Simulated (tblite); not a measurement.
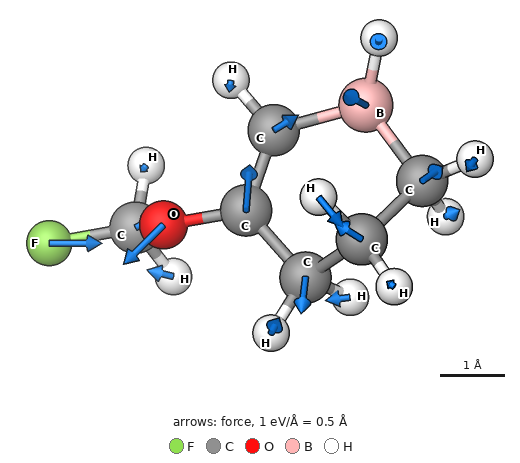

Starting geometry of C6H10BFO with the computed forces as blue arrows. Style: ball-and-stick. Shown at a tilt.

All numbers below come from GFN2-xTB geometry optimisation, gas phase in tblite 0.8.0. 

### What follows when this structure is relaxed?

It isn't relaxed: the largest force vector, on a C atom, is 2.24 eV/Å. The final displacements have little in common with the starting forces (cosine between the two patterns 0.27). Over 108 geometry steps the energy falls by 30.8 kcal/mol. The largest move after the best rigid fit is that of the F atom, 1.58 Å. By element the largest moves are F 1.58 Å, H 1.29 Å, O 0.89 Å, C 0.40 Å, B 0.19 Å. Some distances before and after: C–O 1.407 → 1.370 Å, C–H 1.126 → 1.092 Å, B–H 1.202 → 1.171 Å, B–C 1.559 → 1.529 Å. Bond angles that change, for instance: O–C–C 124.2° → 110.3°, O–C–C 116.5° → 126.4°, B–C–C 105.3° → 112.3°. Groups turn about C–O by about 110°, C–O by about 70°, C–C by about 25°. Cost: 1.3 s on 1 thread of Arm Neoverse N1 (shared host).
